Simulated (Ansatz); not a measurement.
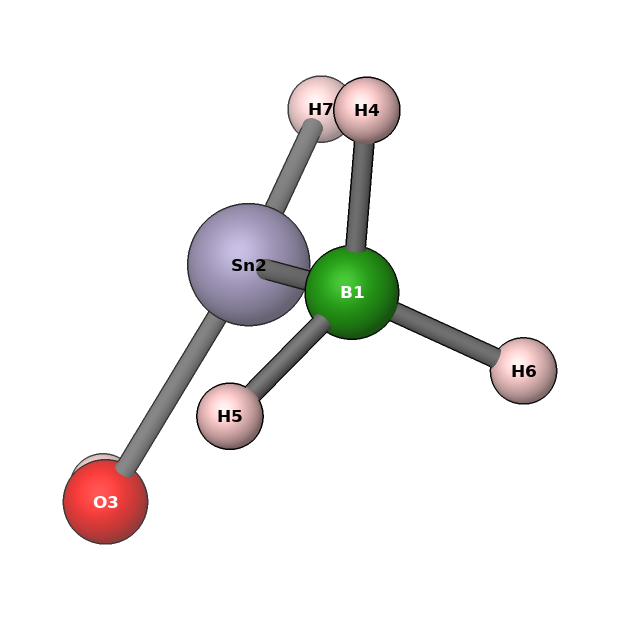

Sn2 lies behind B1. The molecule seen a little off the B1–Sn2 bond, B1 in front. Depth is shown by fading: the farther an atom, the more it takes the colour of the background. The geometry was computed by an optimisation with PBE0-D4/def2-TZVP. No frequency run is at hand to confirm it as a minimum.

> What is the torsion angle H4–B1–Sn2–O3? The sign is positive where the front bond must turn clockwise to cover the back bond.

−158°, antiperiplanar (anti).
